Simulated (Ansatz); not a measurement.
Take MgS in the rock salt structure (space group Fm-3m, No. 225; a = 5.230 Å) as the base.

It is then changed as follows: cell and atoms relaxed at a pressure of 5 GPa.

Method: PBE/PAW in Ansatz (a program for electronic structure), no spin-orbit coupling, earlier PAW set.

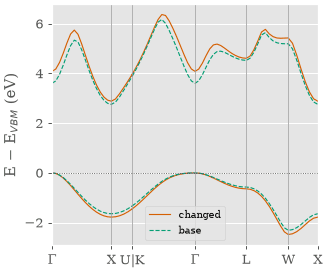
Fig. 1. Highest valence and lowest conduction band along the path, each from its own valence-band maximum

The gap is 2.88 eV, indirect, Γ → X; the base has 2.76 eV.

Load acts through the strain it causes; cell and atoms are relaxed under it. Stability against distortions was not tested. No other phases were tried under pressure.
